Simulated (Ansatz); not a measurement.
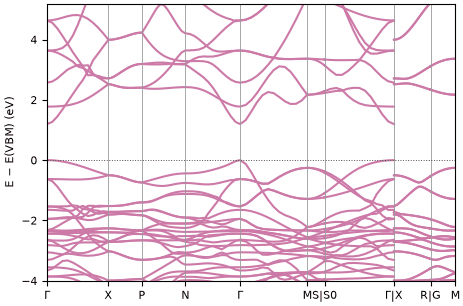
Figure. Band structure from LDA (plane waves, PAW; program Ansatz)

### Question
Read off the gap and where the band edges lie.

### Answer
About 1.2 eV (1.20 eV by a search for the band edges); maximum at Γ, minimum at Γ.

The material is AuBr in space group I4_1/amd (No. 141; Au on 8c, Br on 8e).

The workflow started from an entry of the Crystallography Open Database (COD), which files this formula under 2 space groups. Its standing as an ambient phase is unchecked. The LDA relaxation kept the symmetry of its start; its stability against distortions is not shown here. Spin–orbit coupling is left out wherever it is not named.

Potentials: the later of the program's two PAW sets.
